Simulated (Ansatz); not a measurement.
| atom | x (Å) | y (Å) | z (Å) |
| --- | --- | --- | --- |
| Zr | 0.1525 | 0.1446 | -0.3751 |
| O | 1.1924 | -0.5575 | -1.8353 |
| C | 0.0045 | -1.4823 | 1.1729 |
| H | 0.9973 | -1.8518 | 1.4614 |
| N | -1.7811 | 0.5877 | -0.8608 |
| N | 1.0261 | 1.7408 | 0.5422 |
| H | 1.5906 | -0.9265 | -2.6121 |
| H | -0.4910 | -1.1291 | 2.0869 |
| H | -0.5722 | -2.3434 | 0.8095 |
| H | -2.2963 | 1.4276 | -0.6371 |
| H | -2.3739 | 0.0120 | -1.4438 |
| H | 1.8753 | 2.2273 | 0.2920 |
| H | 0.6760 | 2.1501 | 1.3993 |

Core potentials replace the inner electrons of Zr.

Computed with Ansatz, RKS BHLYP-D4/def2-SVP.

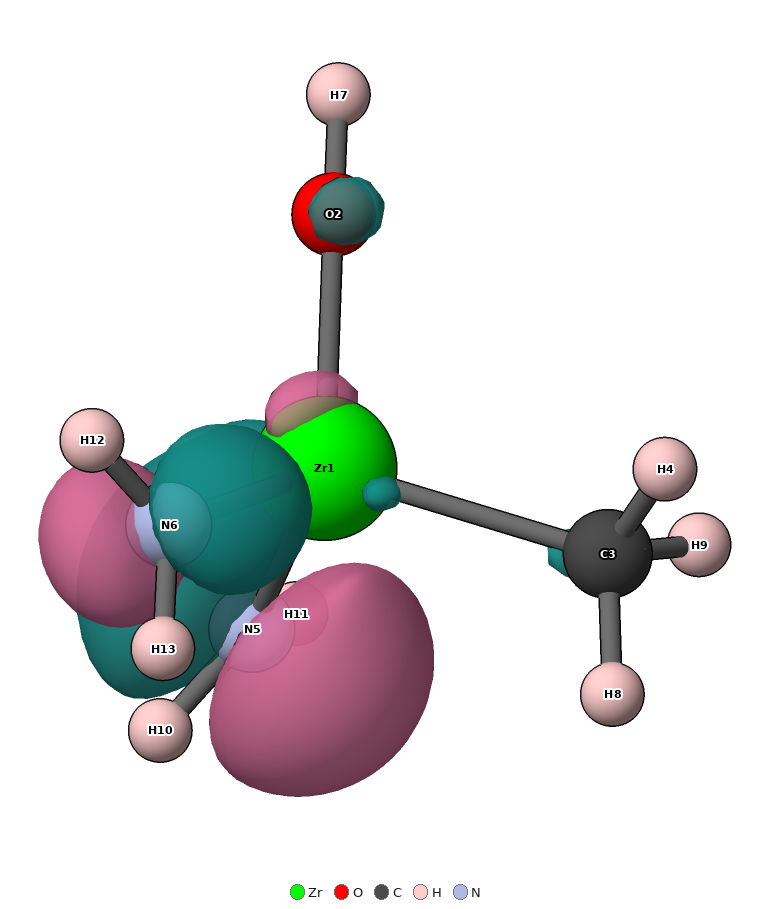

CH$_{8}$N$_{2}$OZr. The HOMO−1 at ±0.15 Å⁻³ᐟ² (teal and pink are the two phases), seen from one side.

Describe this orbital and give its energy.

Its weight (Hirshfeld) is mainly on N5 (about 55 %), Zr1 (about 15 %) and N6 (about 15 %). Its energy is −8.28 eV.
